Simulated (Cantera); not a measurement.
Feed: 1 mol V, 0.4 mol N2, held at 0.000140 bar.

Equilibrium computed with Cantera from the NASA thermochemical tables; the gas is ideal and each condensed phase is pure. Candidate condensed phases: V, VN; 4 gas species. Condensed phases not in the tables: V2N, N, O or C dissolved in the metal. Kinetics and transport are ignored.

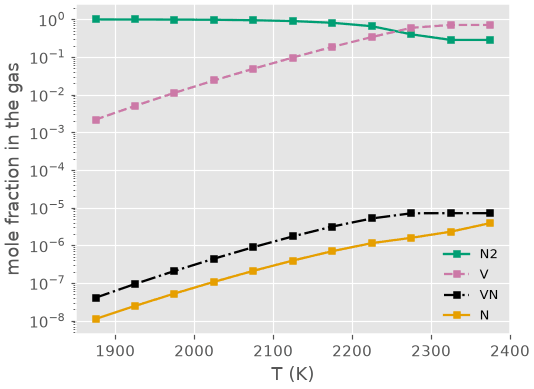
Figure. Equilibrium gas composition (values under 1e-9 drawn at 1e-9)

### Question
Read off the mole fractions at 2175 K.

### Answer
N2 about 0.81, V about 0.19, VN about 3.2e-6, N about 7.0e-7.
